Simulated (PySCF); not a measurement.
# One shape, several levels: Si2H4SF2 (SMILES F[SiH](F)S[SiH3])

Wanted: a comparison of 5 runs (B3LYP/STO-3G, M06-2X/3-21G, B3LYP/6-31G*, PBE0/def2-SVP) of Si2H4SF2. The job is set up through a Python script.

The calculation is run with PySCF 2.14.0.

## (1) The molecule

Si2H4SF2: 9 atoms, total charge 0, spin state singlet. SMILES: `F[SiH](F)S[SiH3]`. The shape is that of a PBE0-D4/def2-TZVP optimisation. This is one conformer, not always the lowest.

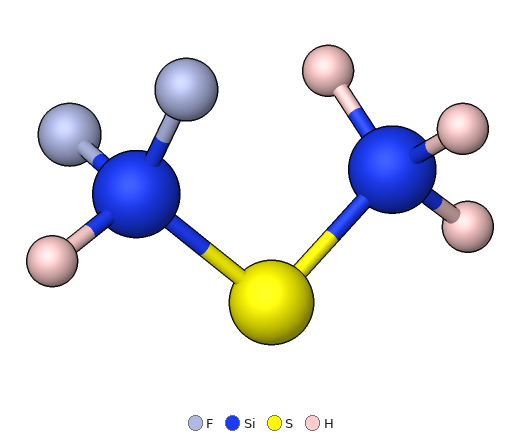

Viewed from a chosen angle; fluorine light blue, silicon blue, sulfur yellow, hydrogen pink.

## (2) Energy and gradient at B3LYP/STO-3G (run 1)

File mol.xyz:

```xyz
9

F     -0.057300     1.586400    -1.241200
Si    -1.029600     0.332000    -1.197300
F     -0.386500    -0.737100    -2.174700
S     -1.198400    -0.407900     0.759000
Si     0.886700    -0.352300     1.306600
H     -2.352100     0.710800    -1.715600
H      1.252300     0.995000     1.801200
H      1.726900    -0.716700     0.141600
H      1.031800    -1.352500     2.389400
```

File job.py:

```python
import pyscf.grad
from pyscf import gto, dft

mol = gto.Mole()
mol.atom = 'mol.xyz'
mol.spin = 0
mol.basis = 'sto-3g'
mol.charge = 0
mol.max_memory = 1860
mol.verbose = 4
mol.build()

mf = dft.RKS(mol)
mf.xc = 'b3lyp'
mf.conv_tol = 1e-10
mf.grids.level = 5
mf.kernel()
if not mf.converged:
    mf = mf.newton().run(mf.mo_coeff, mf.mo_occ)

energy = mf.e_tot
print('E(%s) = %.9f' % ('B3LYP', energy))
grad = mf.Gradients().kernel()
mf.analyze()
```

The run is started by

```console
$ OMP_NUM_THREADS=1 python job.py
```

Log:

```text
PySCF version 2.14.0

[... 91 lines left out ...]
Nuclear Repulsion Energy =             383.564110877855171
[... 6 lines left out ...]
MO #1   energy= -87.6381825994972  occ= 2
[... 4 lines left out ...]
MO #6   energy= -7.54798350675975  occ= 2
[... 4 lines left out ...]
MO #11  energy= -5.10701249823671  occ= 2
[... 4 lines left out ...]
MO #16  energy= -3.40682262971752  occ= 2
[... 4 lines left out ...]
MO #21  energy= -0.49747561697147  occ= 2
[... 4 lines left out ...]
MO #26  energy= -0.304225885524468 occ= 2
[... 4 lines left out ...]
MO #31  energy= -0.19955384119498  occ= 2
[... 4 lines left out ...]
MO #36  energy= 0.297533112133351  occ= 0
[... 4 lines left out ...]
MO #41  energy= 0.382644583991016  occ= 0
[... 14 lines left out ...]
pop of  1 Si 3py          0.66855
pop of  1 Si 3pz          0.78327
pop of  2 F 1s            1.99995
pop of  2 F 2s            1.89436
pop of  2 F 2px           1.84258
pop of  2 F 2py           1.72559
pop of  2 F 2pz           1.73793
pop of  3 S 1s            2.00000
pop of  3 S 2s            1.99954
pop of  3 S 3s            1.84805
pop of  3 S 2px           1.99886
pop of  3 S 2py           1.99972
pop of  3 S 2pz           1.99889
pop of  3 S 3px           1.23536
pop of  3 S 3py           1.81539
pop of  3 S 3pz           1.27767
pop of  4 Si 1s           1.99999
pop of  4 Si 2s           1.99934
pop of  4 Si 3s           1.18321
pop of  4 Si 2px          1.99811
pop of  4 Si 2py          1.99797
pop of  4 Si 2pz          1.99797
pop of  4 Si 3px          0.75341
pop of  4 Si 3py          0.82269
pop of  4 Si 3pz          0.81660
pop of  5 H 1s            1.14444
pop of  6 H 1s            1.11546
pop of  7 H 1s            1.11627
pop of  8 H 1s            1.11229
 ** Mulliken atomic charges  **
charge of    0F =     -0.20321
charge of    1Si =      0.63484
charge of    2F =     -0.20040
charge of    3S =     -0.17348
charge of    4Si =      0.43071
charge of    5H =     -0.14444
charge of    6H =     -0.11546
charge of    7H =     -0.11627
charge of    8H =     -0.11229
Dipole moment(X, Y, Z, Debye):  0.35518,  0.16668,  0.00952
```

Run time: 19 s. Hardware: 1 thread of Intel Xeon at 2.70GHz, shared host; peak memory 0.46 GiB.

## (3) Energy and gradient at M06-2X/3-21G (run 2)

File input.py:

```python
import pyscf.grad
from pyscf import gto, dft

mol = gto.Mole()
mol.atom = '''
F     -0.108281     2.997862    -2.345528
Si    -1.945662     0.627389    -2.262569
F     -0.730379    -1.392917    -4.109587
S     -2.264648    -0.770819     1.434302
Si     1.675620    -0.665751     2.469116
H     -4.444825     1.343217    -3.242014
H      2.366504     1.880277     3.403775
H      3.263368    -1.354367     0.267585
H      1.949819    -2.555855     4.515312
'''
mol.basis = '3-21g'
mol.verbose = 3
mol.max_memory = 1860
mol.spin = 0
mol.unit = 'bohr'
mol.build()

mf = dft.RKS(mol, xc='m06-2x')
mf.grids.level = 5
mf.conv_tol = 1e-10
mf.kernel()
if not mf.converged:
    mf = mf.newton().run(mf.mo_coeff, mf.mo_occ)

e_tot = mf.e_tot
print('Final energy', e_tot)
grad = mf.Gradients().kernel()
mf.analyze()
```

The run is started by

```console
$ OMP_NUM_THREADS=1 python input.py
```

Log:

```text
converged SCF energy = -1173.07998345753
Final energy -1173.0799834575253
--------------- RKS gradients ---------------
         x                y                z
0 F    -0.0283938822    -0.0270710562    -0.0014018950
1 Si     0.0530603242    -0.0048543626     0.0045803092
2 F    -0.0194643245     0.0250769737     0.0245453320
3 S     0.0224964837     0.0061139226    -0.0100602464
4 Si    -0.0274081577     0.0010348824    -0.0172791991
5 H    -0.0014945788     0.0008785688    -0.0041057310
6 H     0.0004848638    -0.0002257453     0.0015446380
7 H     0.0011145353    -0.0005236079     0.0014251004
8 H    -0.0005039832    -0.0004049362     0.0008154239
----------------------------------------------
**** MO energy ****
MO #1   energy= -89.3036807338556  occ= 2
MO #2   energy= -66.679856223977   occ= 2
MO #3   energy= -66.5843417934219  occ= 2
MO #4   energy= -25.155598368584   occ= 2
MO #5   energy= -25.1509957110822  occ= 2
MO #6   energy= -8.23421265798854  occ= 2
MO #7   energy= -6.15085123501637  occ= 2
MO #8   energy= -6.14781349360157  occ= 2
MO #9   energy= -6.14334724032853  occ= 2
MO #10  energy= -5.65734511499535  occ= 2
MO #11  energy= -5.57450952227252  occ= 2
MO #12  energy= -3.95852005704328  occ= 2
MO #13  energy= -3.95806228187675  occ= 2
MO #14  energy= -3.9566578153289   occ= 2
MO #15  energy= -3.87594023928588  occ= 2
MO #16  energy= -3.87378175236794  occ= 2
MO #17  energy= -3.87338795199973  occ= 2
MO #18  energy= -1.36918041433134  occ= 2
MO #19  energy= -1.34453550916805  occ= 2
MO #20  energy= -0.865211566403893 occ= 2
MO #21  energy= -0.675602014668173 occ= 2
MO #22  energy= -0.632452095467726 occ= 2
MO #23  energy= -0.579482653687586 occ= 2
MO #24  energy= -0.578742827174718 occ= 2
MO #25  energy= -0.559303009990669 occ= 2
MO #26  energy= -0.518729262611914 occ= 2
MO #27  energy= -0.509445052259001 occ= 2
MO #28  energy= -0.490276638727797 occ= 2
MO #29  energy= -0.449188594864184 occ= 2
MO #30  energy= -0.445337322310906 occ= 2
MO #31  energy= -0.412152126029238 occ= 2
MO #32  energy= -0.381931072886824 occ= 2
MO #33  energy= -0.340392848470709 occ= 2
MO #34  energy= 0.0137905419568773 occ= 0
MO #35  energy= 0.0613731645648405 occ= 0
MO #36  energy= 0.0749395921435725 occ= 0
MO #37  energy= 0.0849505766004701 occ= 0
MO #38  energy= 0.115281502904849  occ= 0
MO #39  energy= 0.128238041969587  occ= 0
MO #40  energy= 0.146788399924351  occ= 0
MO #41  energy= 0.20359971291375   occ= 0
MO #42  energy= 0.284582550443347  occ= 0
MO #43  energy= 0.298687618307048  occ= 0
MO #44  energy= 0.328658357556855  occ= 0
MO #45  energy= 0.33300088698725   occ= 0
MO #46  energy= 0.366646632700298  occ= 0
MO #47  energy= 0.416113071027047  occ= 0
MO #48  energy= 0.434105154683493  occ= 0
MO #49  energy= 0.486019897206531  occ= 0
MO #50  energy= 0.578339754417603  occ= 0
MO #51  energy= 0.600904404063429  occ= 0
MO #52  energy= 0.671458041147108  occ= 0
MO #53  energy= 0.728410177760788  occ= 0
MO #54  energy= 1.09130871645599   occ= 0
MO #55  energy= 1.10639525287953   occ= 0
MO #56  energy= 1.12822725584428   occ= 0
MO #57  energy= 1.14350100743875   occ= 0
MO #58  energy= 1.90523397407961   occ= 0
MO #59  energy= 1.96354386122818   occ= 0
MO #60  energy= 1.97630680941083   occ= 0
MO #61  energy= 2.06369567193229   occ= 0
MO #62  energy= 2.10385273392776   occ= 0
MO #63  energy= 2.12993718870048   occ= 0
MO #64  energy= 3.21305040484861   occ= 0
MO #65  energy= 3.5627223560035    occ= 0
 ** Mulliken atomic charges  **
charge of    0F =     -0.40875
charge of    1Si =      1.06327
charge of    2F =     -0.40740
charge of    3S =     -0.38579
charge of    4Si =      0.35423
charge of    5H =     -0.08098
charge of    6H =     -0.04773
charge of    7H =     -0.04955
charge of    8H =     -0.03729
Dipole moment(X, Y, Z, Debye):  0.75009,  0.34460,  0.40041
```

Run time: 44 s. Hardware: 1 thread of Intel Xeon at 2.70GHz, shared host; peak memory 0.66 GiB.

Runs 3 to 4 aren't shown in full; the table further down has their settings and results.

## (4) Energy and forces at PBE0/def2-SVP (run 5)

File job.py:

```python
import pyscf.grad
from pyscf import gto, dft

system = gto.Mole()
system.atom = '''
F   -0.057300   1.586400  -1.241200
Si  -1.029600   0.332000  -1.197300
F   -0.386500  -0.737100  -2.174700
S   -1.198400  -0.407900   0.759000
Si   0.886700  -0.352300   1.306600
H   -2.352100   0.710800  -1.715600
H    1.252300   0.995000   1.801200
H    1.726900  -0.716700   0.141600
H    1.031800  -1.352500   2.389400
'''
system.charge = 0
system.spin = 0
system.max_memory = 1860
system.basis = 'def2-svp'
system.verbose = 4
system.build()

myscf = dft.RKS(system)
myscf.xc = 'pbe0'
myscf.conv_tol = 1e-10
myscf.grids.level = 5
myscf.kernel()
if not myscf.converged:
    myscf = myscf.newton().run(myscf.mo_coeff, myscf.mo_occ)

etot = myscf.e_tot
print('Final energy', etot)
grad = myscf.Gradients().kernel()
dip = myscf.dip_moment()
pop, q = myscf.mulliken_pop()
```

The run is started by

```console
$ OMP_NUM_THREADS=1 python job.py
```

Log:

```text
PySCF version 2.14.0

[... 76 lines left out ...]
converged SCF energy = -1178.39296780957
Final energy -1178.3929678095749
[... 12 lines left out ...]
Dipole moment(X, Y, Z, Debye):  0.13949,  0.03255,  0.76005
[... 73 lines left out ...]
pop of  4 Si 3py          0.46657
pop of  4 Si 3pz          0.45854
pop of  4 Si 4px          0.21047
pop of  4 Si 4py          0.39862
pop of  4 Si 4pz          0.38359
pop of  4 Si 3dxy         0.03125
pop of  4 Si 3dyz         0.04517
pop of  4 Si 3dz^2        0.02411
pop of  4 Si 3dxz         0.04383
pop of  4 Si 3dx2-y2      0.05144
pop of  5 H 1s            0.73975
pop of  5 H 2s            0.32688
pop of  5 H 2px           0.00722
pop of  5 H 2py           0.00095
pop of  5 H 2pz           0.00170
pop of  6 H 1s            0.73168
pop of  6 H 2s            0.29533
pop of  6 H 2px           0.00137
pop of  6 H 2py           0.00706
pop of  6 H 2pz           0.00172
pop of  7 H 1s            0.73116
pop of  7 H 2s            0.29690
pop of  7 H 2px           0.00343
pop of  7 H 2py           0.00141
pop of  7 H 2pz           0.00532
pop of  8 H 1s            0.72938
pop of  8 H 2s            0.30219
pop of  8 H 2px           0.00097
pop of  8 H 2py           0.00429
pop of  8 H 2pz           0.00482
 ** Mulliken atomic charges  **
charge of    0F =     -0.32234
charge of    1Si =      0.89107
charge of    2F =     -0.31369
charge of    3S =     -0.42314
charge of    4Si =      0.36164
charge of    5H =     -0.07650
charge of    6H =     -0.03715
charge of    7H =     -0.03823
charge of    8H =     -0.04166
```

It took 53 s on 1 thread of Intel Xeon at 2.70GHz, shared host; peak memory 1 GiB.

## (5) The series

| run | level | Cartesian functions | energy (Eh) | dipole moment (D) | HOMO energy (eV) | LUMO energy (eV) | wall time |
| --- | --- | --- | --- | --- | --- | --- | --- |
| 1 | B3LYP/STO-3G | no | -1165.302290 | 0.39 | -3.50 | 5.36 | 19 s |
| 2 | M06-2X/3-21G | no | -1173.079983 | 0.92 | -9.26 | 0.38 | 44 s |
| 3 | B3LYP/6-31G* (spherical functions) | no | -1179.427453 | 0.70 | -7.68 | -0.32 | 63 s |
| 4 | B3LYP/6-31G* (Cartesian functions) | yes | -1179.436404 | 0.71 | -7.68 | -0.32 | 60 s |
| 5 | PBE0/def2-SVP | no | -1178.392968 | 0.77 | -8.05 | 0.03 | 53 s |

## (6) Results

```
                       quantity           value
            run 5: total energy  -1178.39297 Eh
           run 5: dipole moment          0.77 D
             run 5: HOMO energy        -8.05 eV
             run 5: LUMO energy         0.03 eV
           run 5: HOMO–LUMO gap         8.08 eV
run 5: largest force on an atom      1.117 eV/Å
```

In words: The dipole moment (its size) runs from 0.39 D (B3LYP/STO-3G) to 0.92 D (M06-2X/3-21G). The two ends differ in method and basis. The HOMO–LUMO gap runs from 7.36 eV (B3LYP/6-31G*) to 9.64 eV (M06-2X/3-21G). Totals of different functionals can't be ranked against each other. In run 1 the basis is minimal, so the values are rough. All runs together took 4 min, the longest 63 s.
